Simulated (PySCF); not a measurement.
Consider C6H11BF2.

```yaml
atoms:
  - { symbol: F, position_ang: [3.0518, 1.3884, 0.0344] }
  - { symbol: C, position_ang: [2.4331, 0.1913, 0.1983] }
  - { symbol: F, position_ang: [3.1770, -0.6981, -0.5178] }
  - { symbol: C, position_ang: [0.9938, 0.2313, -0.2925] }
  - { symbol: B, position_ang: [0.1112, 1.3815, 0.3442] }
  - { symbol: C, position_ang: [-1.4457, 1.1964, 0.3121] }
  - { symbol: C, position_ang: [-1.9223, -0.2619, 0.3383] }
  - { symbol: C, position_ang: [-1.0996, -1.1403, -0.5990] }
  - { symbol: C, position_ang: [0.3675, -1.1681, -0.1816] }
  - { symbol: H, position_ang: [2.5279, -0.0900, 1.2585] }
  - { symbol: H, position_ang: [1.0544, 0.4815, -1.3626] }
  - { symbol: H, position_ang: [0.6059, 2.3619, 0.7460] }
  - { symbol: H, position_ang: [-1.7752, 1.6489, -0.6316] }
  - { symbol: H, position_ang: [-1.9614, 1.7602, 1.0919] }
  - { symbol: H, position_ang: [-1.8291, -0.6467, 1.3565] }
  - { symbol: H, position_ang: [-2.9780, -0.3171, 0.0627] }
  - { symbol: H, position_ang: [-1.1817, -0.7635, -1.6209] }
  - { symbol: H, position_ang: [-1.4957, -2.1577, -0.5853] }
  - { symbol: H, position_ang: [0.9189, -1.8732, -0.8073] }
  - { symbol: H, position_ang: [0.4421, -1.5141, 0.8528] }
```

Geometry: GFN2-xTB.

These are results of PySCF, PBE0/pcSseg-1, SCF density, gas phase, non-relativistic, not measurements.

Q: What can the converged electron density and electron localisation function tell about the bonding?

A: C–B (1.57 Å): ρ at the midpoint is about 1.4 e/Å³; the ELF peaks at about 1 between the atoms: a covalent bond.
B–H (1.17 Å): the density is about 1.3 e/Å³ at the midpoint; the ELF climbs to about 1 towards the hydrogen, as it does in any bond to H; an ordinary covalent bond to hydrogen.

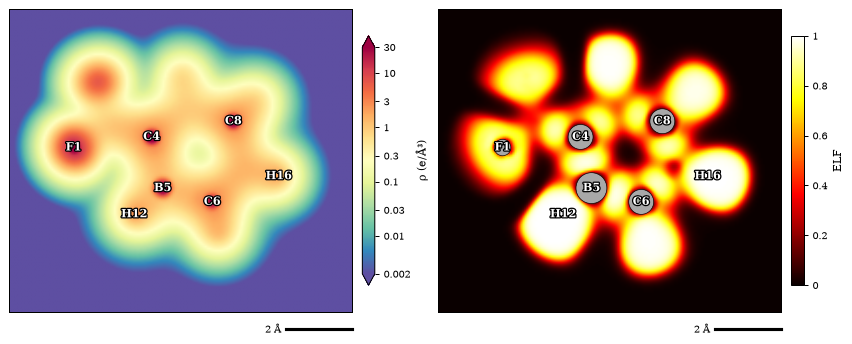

Computed electron density and electron localisation function on the plane of atoms C4, B5 and H12, in this order. Grey discs cover the atomic cores in the ELF map. 
